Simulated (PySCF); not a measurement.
Te(OMe)2 (C2H6O2Te).

Method: BP86/def2-SVP; geometry: GFN2-xTB; program: PySCF. Core potentials replace the inner electrons of Te; spin–orbit coupling isn't included. This is a single-reference result, which may miss multireference character in this system. No frequency check shows the geometry to be a minimum. GFN2-xTB bond lengths at metals and heavier atoms can be off by up to 0.1 Å and shapes distorted, which carries into these values.

Geometry (Å), atoms numbered from 1:

```
Te1     -0.0019   -0.6997    0.0000
O2      -1.3203    0.6372    0.6385
C3      -2.0506    1.3898   -0.3011
H4      -1.3940    1.8984   -1.0103
H5      -2.5974    2.1370    0.2766
H6      -2.7640    0.7709   -0.8503
O7       1.3246    0.6326   -0.6384
C8       2.0574    1.3830    0.3010
H9       1.4025    1.8940    1.0101
H10      2.6068    2.1282   -0.2769
H11      2.7688    0.7618    0.8503
```

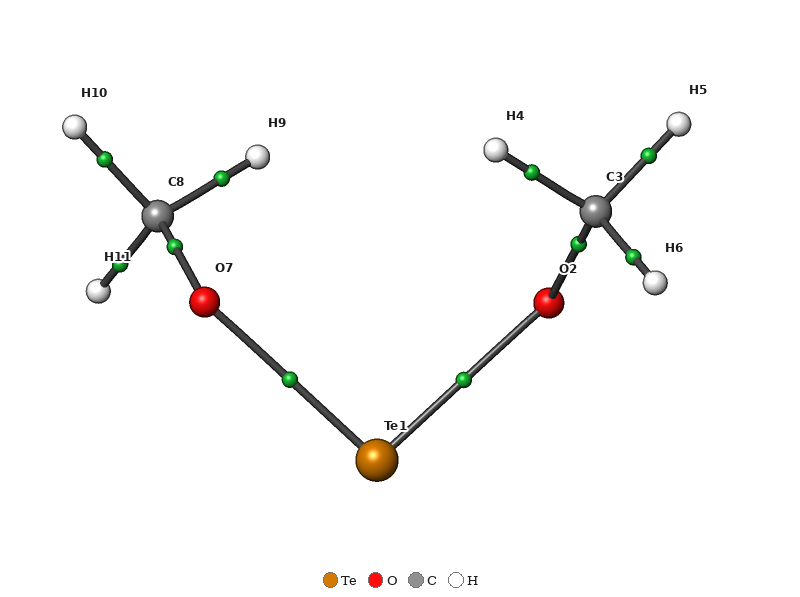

Molecular graph of the electron density (QTAIM): bond paths, bond critical points (green), ring points (magenta, if any); weak paths are dashed.

How many critical points of each kind are there, and does the count close?

11 nuclei, 10 bond, 0 ring and 0 cage critical points: 11 − 10 + 0 − 0 = 1, as the Poincaré–Hopf relation requires.

Give the properties at the bond critical points.

```csv
bond,length (Å),ρ (a.u.),∇²ρ (a.u.),ε,H (a.u.)
C3–H4 (2 alike),1.092,0.279,−1.05,0.04,−0.300
C3–H5 (2 alike),1.091,0.279,−1.05,0.04,−0.300
C3–H6 (2 alike),1.093,0.278,−1.03,0.04,−0.298
O7–C8 (2 alike),1.408,0.257,−0.43,0.01,−0.362
Te1–O2,1.983,0.114,+0.41,0.05,−0.028
Te1–O7,1.985,0.114,+0.41,0.05,−0.028
```

What kind of interaction is Te1–O7?

Polar or intermediate (positive Laplacian, negative energy density H): ρ = 0.114, ∇²ρ = +0.41, H = −0.028 a.u.
